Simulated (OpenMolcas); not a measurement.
# SiN2H6O (SMILES N[SiH](N)O) at 6 levels

We compute a comparison of 6 runs (HF/STO-3G, B3LYP/6-31G*, B2PLYP/def2-SVP, BLYP/def2-SVP, PBE0/def2-SVP, CCSD(T)/def2-SVP) of SiN2H6O. 

Program for the calculation: OpenMolcas 26.06.

### 1 The structure to begin with

SiN2H6O: 10 atoms, total charge 0, spin state singlet. SMILES: `N[SiH](N)O`. One bond was lengthened or shortened from a relaxed shape.

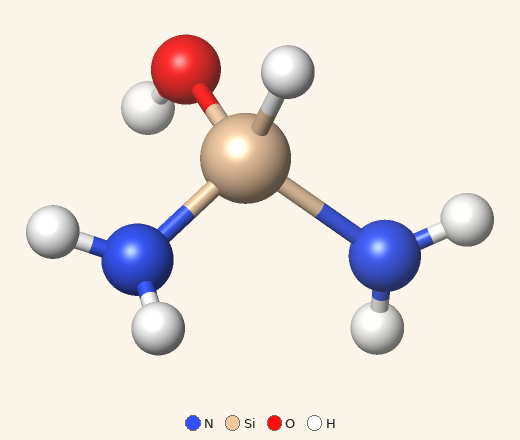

The structure, seen from a chosen angle (nitrogen blue, silicon light orange, oxygen red, hydrogen white).

### 2 A single-point energy at HF/STO-3G (run 1)

run.inp reads:

```
* H6N2OSi Hartree-Fock

&gateway
  baslib=$CurrDir
  basisset
  N.STO-3G....
  N1 -0.664382 1.415795 -0.251828 angstrom
  N3 -0.248600 -1.249800 0.847400 angstrom
  End of Basis
  basisset
  Si.STO-3G....
  Si2 0.603418 0.285995 -0.026928 angstrom
  End of Basis
  basisset
  O.STO-3G....
  O4 1.317818 0.081995 -1.498228 angstrom
  End of Basis
  basisset
  H.STO-3G....
  H5 -0.509582 2.236595 -0.814228 angstrom
  H6 -1.302082 1.605595 0.504172 angstrom
  H7 1.753818 0.659795 0.829972 angstrom
  H8 -1.123500 -1.625000 0.519700 angstrom
  H9 0.302300 -1.942900 1.325300 angstrom
  H10 0.731918 -0.117105 -2.230628 angstrom
  End of Basis

&seward

&scf
  thresholds=1e-10 1e-07 1e-07 1e-05
  prorbitals=1 2
```

The basis set STO-3G is read from a file made from the Basis Set Exchange's data (not shown).

On the command line:

```sh
export MOLCAS_MEM=1860
pymolcas run.inp > run.log
```

Output:

```text
--- Start Module: gateway ---
[...]
--- Stop Module: gateway /rc=_RC_ALL_IS_WELL_ ---
--- Start Module: seward ---
[...]
      Basis functions           30
--- Stop Module: seward /rc=_RC_ALL_IS_WELL_ ---
--- Start Module: scf ---
[...]
       Convergence after  12 Iterations
[...]
::    Total SCF energy                               -470.4252938017
[...]
      Total spin, S                                     0.0000000000
[...]
      Total electronic charge=   42.000000
      Total            charge=   -0.000000
[...]
      Dipole Moment (debye):
      Origin of the operator (angstrom)=    0.3208    0.1597   -0.2082
                   X= -6.7804E-01               Y=  4.7556E-01               Z= -2.9238E-01           Total=  8.7829E-01
      Quadrupole Moment (debye*angstrom):
[...]
--- Stop Module: scf /rc=_RC_ALL_IS_WELL_ ---
[...]
```

Run time: 1.4 s. Hardware: 1 thread of Arm Neoverse V2, shared host; peak memory 0.37 GiB.

### 3 The energy at B3LYP/6-31G(d) (spherical functions) (run 2)

geom.xyz reads:

```xyz
10

N     -0.664382     1.415795    -0.251828
Si     0.603418     0.285995    -0.026928
N     -0.248600    -1.249800     0.847400
O      1.317818     0.081995    -1.498228
H     -0.509582     2.236595    -0.814228
H     -1.302082     1.605595     0.504172
H      1.753818     0.659795     0.829972
H     -1.123500    -1.625000     0.519700
H      0.302300    -1.942900     1.325300
H      0.731918    -0.117105    -2.230628
```

run.inp reads:

```
&GATEWAY
  BasLib = $CurrDir
  Coord = geom.xyz
  Basis = 6-31Gs
  Group = NoSym

&SEWARD
  GridInput
  Grid=UltraFine
  End of Grid

&SCF
  KSDFT = B3LYP
  Thresholds = 1e-10 1e-07 1e-07 1e-05
  PrOrbitals = 1 2
```

The basis set 6-31G* is read from a file made from the Basis Set Exchange's data (not shown).

On the command line:

```sh
export MOLCAS_MEM=1860
pymolcas run.inp > run.log
```

Output:

```text
--- Start Module: gateway ---
[...]
--- Stop Module: gateway /rc=_RC_ALL_IS_WELL_ ---
--- Start Module: seward ---
[...]
      Basis functions           72
--- Stop Module: seward /rc=_RC_ALL_IS_WELL_ ---
[...]
--- Start Module: scf ---
[...]
       Convergence after  14 Iterations
[...]
::    Total KS-DFT energy                            -477.8967932560
[...]
      Total spin, S                                     0.0000000000
[...]
      Total electronic charge=   42.000000
      Total            charge=   -0.000000
[...]
      Dipole Moment (debye):
      Origin of the operator (angstrom)=    0.3208    0.1597   -0.2082
                   X= -1.6899E+00               Y=  4.6528E-01               Z= -6.5881E-01           Total=  1.8725E+00
      Quadrupole Moment (debye*angstrom):
[...]
--- Stop Module: scf /rc=_RC_ALL_IS_WELL_ ---
[...]
```

Run time: 20 s. Hardware: 1 thread of Arm Neoverse V2, shared host; peak memory 0.42 GiB.

Runs 3 to 4 aren't shown in full; the table further down has their settings and results.

### 4 The energy at PBE0/def2-SVP (run 5)

calc.input reads:

```
&GATEWAY
  BASLIB=$CurrDir
  COORD
  10
  angstrom
  N       -0.664382       1.415795      -0.251828
  Si       0.603418       0.285995      -0.026928
  N       -0.248600      -1.249800       0.847400
  O        1.317818       0.081995      -1.498228
  H       -0.509582       2.236595      -0.814228
  H       -1.302082       1.605595       0.504172
  H        1.753818       0.659795       0.829972
  H       -1.123500      -1.625000       0.519700
  H        0.302300      -1.942900       1.325300
  H        0.731918      -0.117105      -2.230628
  BASIS=def2-SVP
  GROUP=NoSym

&SEWARD
  GRIDINPUT
  Grid=UltraFine
  End of Grid

&SCF
  KSDFT=PBE0
  THRESHOLDS=1e-10 1e-07 1e-07 1e-05
  PRORBITALS=1 2
```

The basis set def2-SVP is read from a file made from the Basis Set Exchange's data (not shown).

On the command line:

```sh
export MOLCAS_MEM=1860
pymolcas calc.input > calc.log
```

Output:

```text
--- Start Module: gateway ---
[...]
--- Stop Module: gateway /rc=_RC_ALL_IS_WELL_ ---
--- Start Module: seward ---
[...]
      Basis functions           90
--- Stop Module: seward /rc=_RC_ALL_IS_WELL_ ---
[...]
--- Start Module: scf ---
[...]
       Convergence after  16 Iterations
[...]
::    Total KS-DFT energy                            -477.3459215644
[...]
      Total spin, S                                     0.0000000000
[...]
      Total electronic charge=   42.000000
      Total            charge=   -0.000000
[...]
      Dipole Moment (debye):
      Origin of the operator (angstrom)=    0.3208    0.1597   -0.2082
                   X= -1.6848E+00               Y=  4.9362E-01               Z= -6.8295E-01           Total=  1.8838E+00
      Quadrupole Moment (debye*angstrom):
[...]
--- Stop Module: scf /rc=_RC_ALL_IS_WELL_ ---
[...]
```

It took 27 s on 1 thread of Arm Neoverse V2, shared host; peak memory 0.49 GiB.

### 5 The energy at CCSD(T)/def2-SVP (run 6)

calc.inp reads:

```
>>> EXPORT MOLCAS_PRINT=2

&GATEWAY
  BasLib
  $CurrDir
  Coord
  10
  angstrom
  N       -0.664382       1.415795      -0.251828
  Si       0.603418       0.285995      -0.026928
  N       -0.248600      -1.249800       0.847400
  O        1.317818       0.081995      -1.498228
  H       -0.509582       2.236595      -0.814228
  H       -1.302082       1.605595       0.504172
  H        1.753818       0.659795       0.829972
  H       -1.123500      -1.625000       0.519700
  H        0.302300      -1.942900       1.325300
  H        0.731918      -0.117105      -2.230628
  Basis
  def2-SVP
  Group
  NoSym

&SEWARD

&SCF
  Thresholds
  1e-10 1e-07 1e-07 1e-05
  PrOrbitals
  1 2

&RASSCF
  FileOrb
  $Project.ScfOrb
  Spin
  1
  Nactel
  0 0 0
  Inactive
  21
  Ras2
  0
  OutOrbitals
  Canonical
  OrbListing
  Nothing

&MOTRA
  JobIph
  Frozen
  8

&CCSDT
  CCT
  Triples
  2
  Iterations
  80
  Accuracy
  1e-08
  Extrapolation
  5 4
```

The basis set def2-SVP is read from a file made from the Basis Set Exchange's data (not shown).

On the command line:

```sh
export MOLCAS_MEM=1860
pymolcas calc.inp > calc.log
```

Output:

```text
--- Start Module: gateway ---
[...]
--- Stop Module: gateway /rc=_RC_ALL_IS_WELL_ ---
[...]
      Basis functions           90
[...]
       Convergence after  13 Iterations
[...]
::    Total SCF energy                               -476.0391094267
[...]
      Total spin, S                                     0.0000000000
[...]
      Number of active orbitals                  0
[...]
      Spin quantum number                      0.0
[...]
      Active orbitals                            0
[...]
      Number of CSFs                             1
[...]
      Number of root(s) required                 1
[...]
      Convergence after  4 iterations
[...]
      Natural orbitals and occupation numbers for root  1
      ************************************************************************************************************************
      *                                                    Final results                                                     *
      ************************************************************************************************************************
[...]
::    RASSCF root number  1 Total energy:   -476.03910943
[...]
      Total electronic charge=   42.000000
      Total            charge=   -0.000000
[...]
      Dipole Moment (debye):
      Origin of the operator (angstrom)=    0.3208    0.1597   -0.2082
                   X= -1.6617E+00               Y=  5.7550E-01               Z= -6.4248E-01           Total=  1.8722E+00
      Quadrupole Moment (debye*angstrom):
[...]
--- Start Module: motra ---
[...]
      *** WARNING: Default frozen orbitals is overwritten by user input.
      *** Default values:   5
[...]
--- Stop Module: motra /rc=_RC_ALL_IS_WELL_ ---
[...]
--- Start Module: ccsdt ---
[...]
      Convergence after                    16  Iterations
      Total energy (diff) :    -476.70424590       0.00000000
[...]
 METHOD                       : CCSD+T(CCSD)+<T3(1)WT1> = CCSD(T)
[...]
       CCSD     =      -476.7042458987636
[...]
--- Stop Module: ccsdt /rc=_RC_ALL_IS_WELL_ ---
[...]
```

Wall time 80 s (1 thread of Arm Neoverse V2, shared host); peak memory 0.49 GiB.

### 6 All runs side by side

```tsv
run	level	integration grid	frozen core orbitals	energy (Eh)	dipole moment (D) of the reference	HOMO energy (eV)	LUMO energy (eV)	wall time
1	HF/STO-3G	–	–	-470.425294	0.88	-7.57	10.94	1.4 s
2	B3LYP/6-31G* (spherical functions)	UltraFine	–	-477.896793	1.87	-6.04	1.42	20 s
3	B2PLYP/def2-SVP	UltraFine	8	-477.367813	1.86	-7.81	2.51	26 s
4	BLYP/def2-SVP	UltraFine	–	-477.608613	1.87	-4.68	0.52	32 s
5	PBE0/def2-SVP	UltraFine	–	-477.345922	1.88	-6.41	1.48	27 s
6	CCSD(T)/def2-SVP	–	8	-476.719701	1.87	-10.25	4.55	80 s
```

### 7 Summary of results

| quantity | value |
| --- | --- |
| run 6: total energy | -476.71970 Eh |
| run 6: dipole moment (mean-field density) | 1.87 D |
| run 6: HOMO energy (Hartree–Fock orbitals) | -10.25 eV |
| run 6: LUMO energy (Hartree–Fock orbitals) | 4.55 eV |
| run 6: HOMO–LUMO gap (Hartree–Fock orbitals) | 14.80 eV |
| run 6: correlation energy (8 core orbitals frozen) | -680.6 mEh |
| run 6: (T) correction | -15.46 mEh |

**Reading.** Over runs 1, 2, 3, 4, 5 the dipole moment (its size) runs from 0.88 D (HF/STO-3G) to 1.88 D (PBE0/def2-SVP). The two ends differ in method and basis. Over runs 1, 2, 3, 4, 5 the HOMO–LUMO gap runs from 5.20 eV (BLYP/def2-SVP) to 18.51 eV (HF/STO-3G). For B2PLYP the log adds the whole second-order term; the table takes 0.27 of it, as the functional is defined. Totals of different functionals can't be ranked against each other. In run 1 the basis is minimal, so the values are rough. All runs together took 3.1 min, the longest 80 s.
